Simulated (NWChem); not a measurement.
**C2H3Cl2F (1,1-dichloro-1-fluoroethane): r2SCAN/pcseg-1**

Aim: the electronic atomisation energy of C2H3Cl2F (1,1-dichloro-1-fluoroethane) at r2SCAN/pcseg-1, from 5 runs. 

The calculation is run with NWChem 7.3.0.

### Step 1. The molecule

C2H3Cl2F has 8 atoms, charge 0, and is taken as a singlet. As SMILES, `CC(F)(Cl)Cl`. The shape is that of a PBE0-D4/def2-TZVP optimisation.

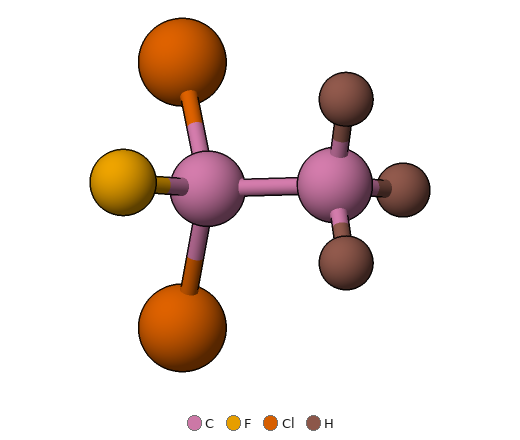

Viewed from a chosen angle; carbon pink, fluorine amber, chlorine orange, hydrogen brown.

### Step 2. A single-point energy at r2SCAN/pcseg-1 (run 1)

File c2h3cl2f.nw:

```
echo
start c2h3cl2f
memory total 2200 mb

geometry units angstrom noautosym nocenter noautoz
C    -0.133500   -0.505900    0.646300
C     0.199400    0.391300   -0.511300
F     1.523600    0.643200   -0.537400
Cl   -0.232400   -0.372700   -2.055900
Cl   -0.641100    1.950200   -0.373000
H     0.163400   -0.011800    1.572000
H     0.414900   -1.442000    0.535900
H    -1.202100   -0.709300    0.667600
end

basis spherical bse
C library pcseg-1
F library pcseg-1
Cl library pcseg-1
H library pcseg-1
end

dft
xc r2scan
grid fine
convergence energy 1e-08
iterations 100
mulliken
print low
end

task dft energy
```

Launch:

```bash
nwchem c2h3cl2f.nw > c2h3cl2f.out
```

Log:

```text
[...]
 d= 0,ls=0.0,diis     1  -1097.8766111136 -1.40D+03  2.11D-02  1.32D+00     1.7
[...]
 d= 0,ls=0.0,diis    10  -1098.0303871023 -3.08D-09  3.73D-07  1.67D-09    13.5
         Total DFT energy =    -1098.030387102273
      One electron energy =    -2111.349813294151
           Coulomb energy =      792.092623240856
    Exchange-Corr. energy =      -78.778443590953
 Nuclear repulsion energy =      300.005246541976
[...]
      Total Density - Mulliken Population Analysis
     ---------------------------------------------
    Atom       Charge   Shell Charges
 -----------   ------   -------------------------------------------------------
    1 C    6     6.16   1.99  0.74  0.39  2.17  0.85  0.03
    2 C    6     5.95   1.99  0.78  0.51  1.91  0.65  0.11
    3 F    9     9.25   2.00  0.96  0.98  3.42  1.88  0.01
    4 Cl  17    17.03   2.00  1.99  1.24  0.72  5.99  3.82  1.23  0.04
    5 Cl  17    17.03   2.00  1.99  1.24  0.72  5.99  3.82  1.23  0.04
    6 H    1     0.85   0.76  0.07  0.02
    7 H    1     0.85   0.76  0.07  0.02
    8 H    1     0.86   0.76  0.08  0.02
[...]
```

It took 14 s on 1 thread of AMD EPYC 9R45 (Zen 5), shared host; peak memory 0.12 GiB.

### Step 3. The C atom, same level (run 2)

File sp.nw:

```
start sp
title "C"
memory total 2200 mb
charge 0

geometry units angstrom noautosym nocenter noautoz
  C      0.000000     0.000000     0.000000
end

basis spherical bse
  C library pcseg-1
end

dft
  xc r2scan
  mult 3
  grid fine
  convergence energy 1e-08
  iterations 100
  mulliken
  print low
end

task dft energy
```

Run the same way, it converges to -37.81327 Eh (log not shown).

### Step 4. The Cl atom at the same level (run 3)

File test.nw:

```
start test
title "Cl r2SCAN"
memory 2200 mb

geometry units atomic noautosym nocenter noautoz
  Cl   0.00000000   0.00000000   0.00000000
end

basis spherical bse
  * library pcseg-1
end

dft
  xc r2scan
  mult 2
  grid fine
  convergence energy 1e-08
  maxiter 100
  mulliken
  print low
end

task dft energy
```

Run the same way, it converges to -460.08547 Eh (log not shown).

Run 4 isn't shown in full; the table further down has it.

### Step 5. The H atom, same level (run 5)

File nw.nw:

```
start nw
memory stack 880 mb heap 220 mb global 1100 mb
charge 0

geometry units angstroms noautosym nocenter noautoz
  H        0.000000       0.000000       0.000000
end

basis spherical bse
  * library pcseg-1
end

dft
  xc r2scan
  mult 2
  grid fine
  convergence energy 1e-08
  maxiter 100
  mulliken
  print low
end

task dft energy
```

Launch:

```bash
nwchem nw.nw > nw.out
```

Log:

```text
[...]
 d= 0,ls=0.0,diis     1     -0.4992203133 -4.99D-01  4.43D-04  1.14D-06     0.0
[...]
 d= 0,ls=0.0,diis     4     -0.4992211911 -4.54D-14  7.90D-10  3.79D-18     0.1
[...]
         Total DFT energy =       -0.499221191113
      One electron energy =       -0.498589383965
           Coulomb energy =        0.308847858885
    Exchange-Corr. energy =       -0.309479666033
 Nuclear repulsion energy =        0.000000000000
[...]
      Total Density - Mulliken Population Analysis
     ---------------------------------------------
    Atom       Charge   Shell Charges
 -----------   ------   -------------------------------------------------------
    1 H    1     1.00   0.58  0.42  0.00
     --------------------------------------------
      Spin Density - Mulliken Population Analysis
     --------------------------------------------
    Atom       Charge   Shell Charges
 -----------   ------   -------------------------------------------------------
    1 H    1     1.00   0.58  0.42  0.00
[...]
      <S2> =      0.7500 (Exact =     0.7500)
[...]
```

Run time: 0.58 s. Hardware: 1 thread of AMD EPYC 9R45 (Zen 5), shared host; peak memory 0.1 GiB.

### Step 6. All runs side by side

```
run             level  partner   energy (Eh)  wall time
  1    r2SCAN/pcseg-1     base  -1098.030387       14 s
  2  U-r2SCAN/pcseg-1    atoms    -37.813271     0.66 s
  3  U-r2SCAN/pcseg-1    atoms   -460.085469     0.92 s
  4  U-r2SCAN/pcseg-1    atoms    -99.660770      0.7 s
  5  U-r2SCAN/pcseg-1    atoms     -0.499221     0.58 s
```

### Step 7. Summary of results

Level: r2SCAN/pcseg-1.

| quantity | value |
| --- | --- |
| H atom: total energy | -0.49922 Eh |
| H atom: ⟨S²⟩ | 0.750 |
| electronic atomisation energy | 29.238 eV |

What this shows: Taking the molecule apart into free atoms costs 29.24 eV (674 kcal/mol), before zero-point energy and without spin-orbit coupling. All runs together took 17 s, the longest 14 s.
